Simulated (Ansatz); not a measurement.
H5NSi···H2O

```xyz
10

Si    0.4318   -0.3382   -0.3903
O    -0.5602   -0.1671    2.6137
H    -1.3904   -0.6521    2.4497
H     0.9577   -0.4840   -1.8017
H     0.7204    1.0555    0.0714
H    -1.0371   -0.6426   -0.4334
N     1.1776   -1.4609    0.7643
H     1.0750   -2.4596    0.5514
H     2.1651   -1.2796    0.9777
H     0.1090   -0.7728    2.2064
```

Theory: Ansatz, RKS PBE-D4/def2-SVP.

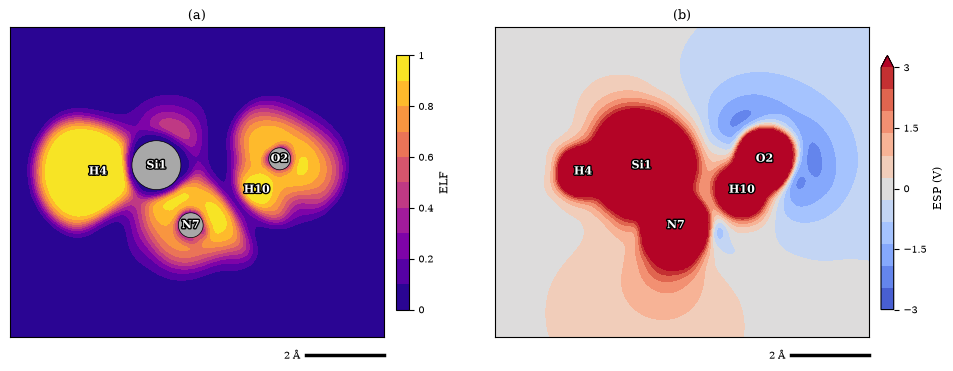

Figure 1. (a) ELF; (b) electrostatic potential on the plane of atoms H4, Si1 and N7. Grey discs cover the atomic cores in the ELF map.

**Describe what can be read from this map.**

The plane passes through Si, O, H and N nuclei. N7···H10 (1.92 Å): the ELF dips to about 0.15 between them (a closed-shell contact with the geometry of a hydrogen bond). Si–N (1.77 Å): the ELF peaks at about 0.90 between the atoms: a polar covalent bond. O–H (0.99 Å): the ELF climbs to about 1 towards the hydrogen, as it does in any bond to H (a covalent bond by its length). Si–H (1.51 Å): the ELF climbs to about 1 towards the hydrogen. The ELF also peaks beside O2, away from the bonds: lone-pair regions. Outside the dense part of the complex the potential is most negative (−2.1 V) near O2.

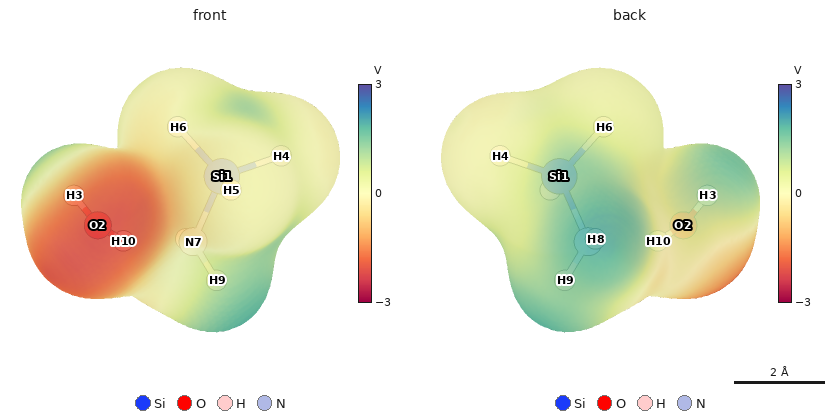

Figure 2. The electrostatic potential painted on the density surface at 0.002 e/bohr³, seen from the front and from behind; the colour scale runs from red (negative) to blue (positive).

**Describe the electrostatic potential map.**

The most negative region (about −2.2 V) lies over O2, the most positive (about +1.9 V) over H8. O2 is the likeliest acceptor of a hydrogen bond.

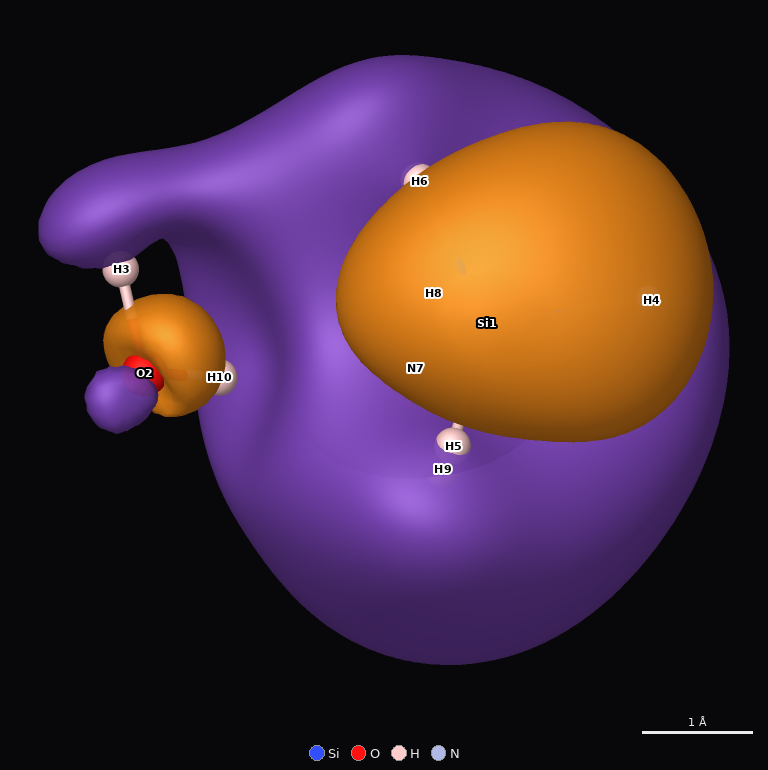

Figure 3. The LUMO at ±0.05 Å⁻³ᐟ² (orange and purple are the two phases), seen from one side.

**Describe this orbital and give its energy.**

By Hirshfeld shares it lies mainly on Si1 (about 40 %), N7 (about 15 %), H8 (about 10 %) and H9 (about 10 %). Its energy is −0.33 eV.

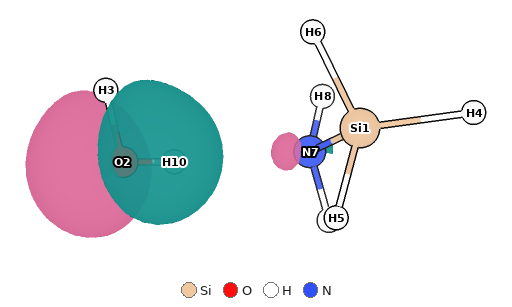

Figure 4. The HOMO at ±0.15 Å⁻³ᐟ² (teal and pink are the two phases), seen from one side.

**Where does this orbital lie, and at what energy?**

By Hirshfeld shares it lies mainly on O2 (about 85 %); largely a lone pair of O2. Its energy is −5.74 eV.
